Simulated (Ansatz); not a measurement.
Consider GeS in the GeS type structure (space group Pnma, No. 62; a = 10.661 Å, b = 3.681 Å, c = 4.356 Å; layered, stacked along the Cartesian x axis). Axes: x, y, z lie along a, b, c of the conventional cell.

One thing is altered: biaxial strain +0.18 %, plane normal [001], relaxed out of plane (Cartesian); in-plane vectors clamped, the third vector and the atoms free.

Method: PBE-D3(BJ)/PAW in Ansatz (a first-principles code), no SOC.

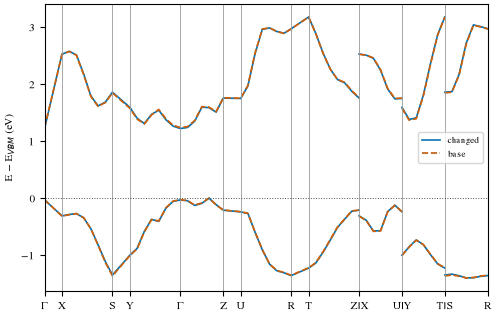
Figure. Highest valence and lowest conduction band along the path, each from its own valence-band maximum

Task: From the figure, how large is the changed gap, and is it direct?

Result: About 1.2 eV, indirect, Γ–Z (67 % along) → Γ.

No phonon test of stability was made. The program warned that a D3 coordination switch lies within reach, so dispersion energies are less smooth here.
